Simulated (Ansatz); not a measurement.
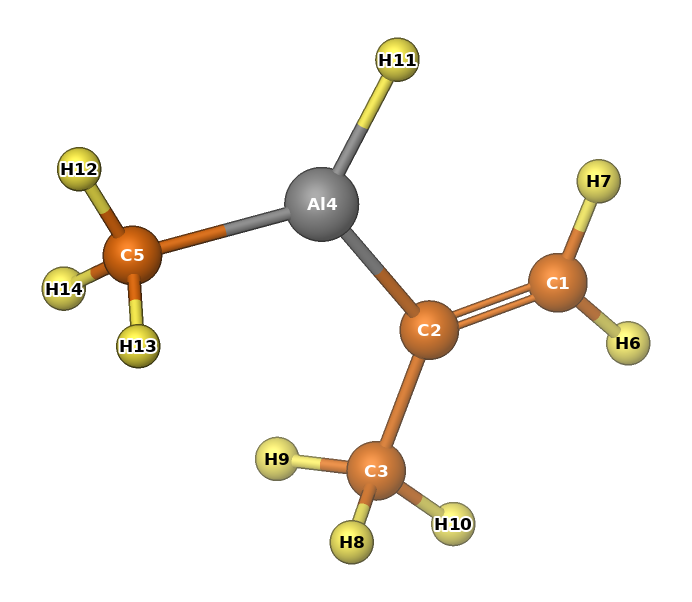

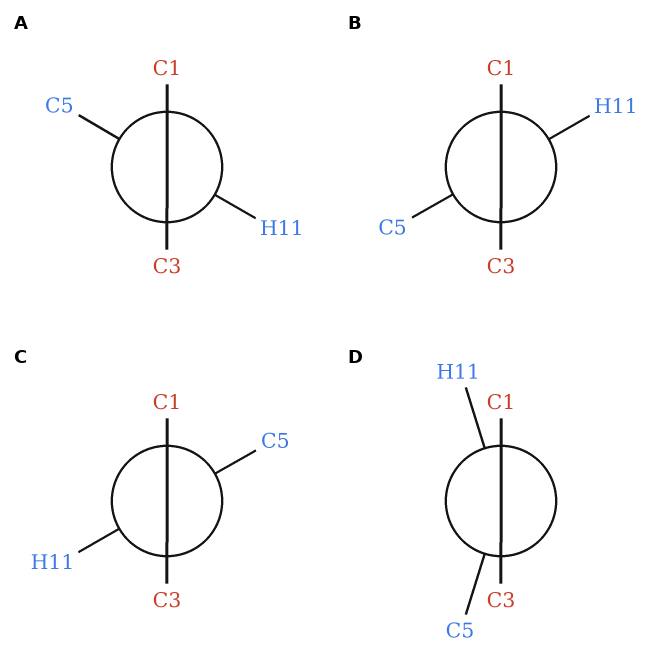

Depth is shown by fading: the farther an atom, the more it takes the colour of the background. Bonds that would overlap in a projection are set slightly apart. The computed structure is the end point of a PBE0-D4/def2-TZVP optimisation. No frequency run is at hand to confirm it as a minimum.

Q: Which Newman projection shows the view along C2–Al4, with C2 in front?

A: D. The torsion angle C3–C2–Al4–C5 is 0°, synperiplanar (eclipsed).
